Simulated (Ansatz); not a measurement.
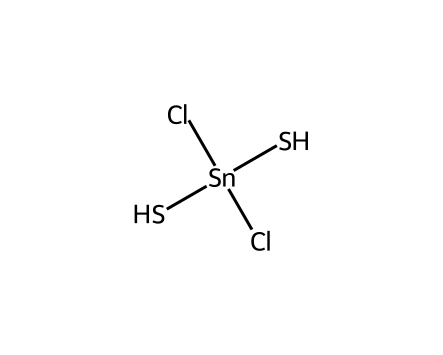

(Drawn from a calculation with Ansatz.)

2D structure.

> Write the SMILES.

[SH][Sn]([SH])([Cl])[Cl]

> Give the formula, hydrogens included.

Cl2H2S2Sn.

> An optimisation with PBE0-D4/def2-TZVP gave a structure of which point group?

C2.
